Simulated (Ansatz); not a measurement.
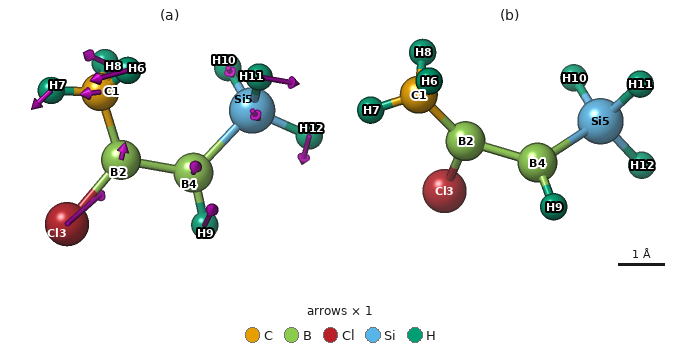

The structure of CH$_{7}$B$_{2}$ClSi (coarse preliminary run) before (left) and after (right) a relaxation, at one scale. The purple arrows give the displacements, at their true length.

The picture is a ball-and-stick view, seen at a tilt.

The start comes from a force field.

Level of theory: RKS PBE-D4/def2-SVP (Ansatz 0.2.0).

Input file:
```yaml
crystal:
  periodic: [false, false, false]
  atoms:
    - {symbol: C, position_ang: [0.180600, 0.517100, 1.656800]}
    - {symbol: B, position_ang: [-0.656000, -0.637600, 0.950300]}
    - {symbol: Cl, position_ang: [-1.722200, -1.763700, 1.960700]}
    - {symbol: B, position_ang: [-0.482000, -0.878900, -0.692800]}
    - {symbol: Si, position_ang: [0.518300, 0.252800, -1.848100]}
    - {symbol: H, position_ang: [1.221400, 0.460300, 1.468500]}
    - {symbol: H, position_ang: [-0.035700, 0.561600, 2.741200]}
    - {symbol: H, position_ang: [-0.169600, 1.545000, 1.211000]}
    - {symbol: H, position_ang: [-1.147200, -1.770600, -1.130800]}
    - {symbol: H, position_ang: [0.026900, 1.643100, -1.703900]}
    - {symbol: H, position_ang: [1.909000, 0.206600, -1.372100]}
    - {symbol: H, position_ang: [0.433600, -0.190900, -3.206700]}
basis:
  gaussian: {orbitals: def2-SVP}
hamiltonian: {xc: pbe, dispersion: d4}
relax: {f_tol: 0.03, max_steps: 200}
```

Command:
```bash
ansatz run in.yaml --threads 4 --pin off --events-out ev --progress --plain --max-ram 10444MiB
```

What changed between the two?

Answer. The energy falls by 0.980 eV in 22 geometry steps. Largest force component: 3.2 eV/Å at the start, 0.025 eV/Å at the end. The largest move after the best rigid fit is that of Cl3, 1.91 Å. Largest moves by element: Cl 1.91 Å, H 1.49 Å, B 0.60 Å, C 0.54 Å, Si 0.42 Å. Among the contacts that change: Cl3–B4 3.060 → 2.579 Å, B4–Si5 1.902 → 2.021 Å, Si5–H12 1.432 → 1.508 Å, C1–H8 1.174 → 1.116 Å. Among the angles between lasting bonds that change: Cl3–B2–B4 120.6° → 96.1°, C1–B2–B4 119.1° → 143.1°, B2–B4–H9 114.2° → 122.1°. Groups turn about B2–B4 by about 85°, B4–Si5 by about 45°, C1–B2 by about 30°. Cost: 22 s on 4 threads of Intel Xeon Platinum 8488C, on a shared host.
